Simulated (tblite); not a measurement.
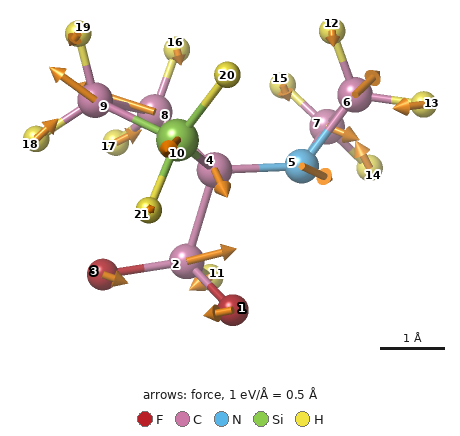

Starting geometry of C6H11F2NSi with the computed forces as orange arrows. Style: ball-and-stick. Shown at a tilt.

Computed with GFN2-xTB geometry optimisation, gas phase in tblite. 

Q: What follows when this structure is relaxed?

A: It isn't relaxed: the largest force vector, on C8, is 2.92 eV/Å. The final displacements have little in common with the starting forces (cosine between the two patterns 0.27). After 86 geometry steps the energy has fallen by 0.875 eV. The atom that moves furthest after the best rigid fit is H15 (0.52 Å). By element the largest moves are H 0.52 Å, C 0.26 Å, F 0.24 Å, Si 0.13 Å, N 0.04 Å. Some distances before and after: C4–C8 1.480 → 1.553 Å, C4–Si10 1.865 → 1.936 Å, C9–Si10 1.865 → 1.915 Å, C4–N5 1.401 → 1.440 Å. Among the angles between lasting bonds that change: C4–C8–H16 119.3° → 111.2°, C9–C8–H17 105.9° → 113.7°, C7–C6–H13 112.2° → 119.5°.
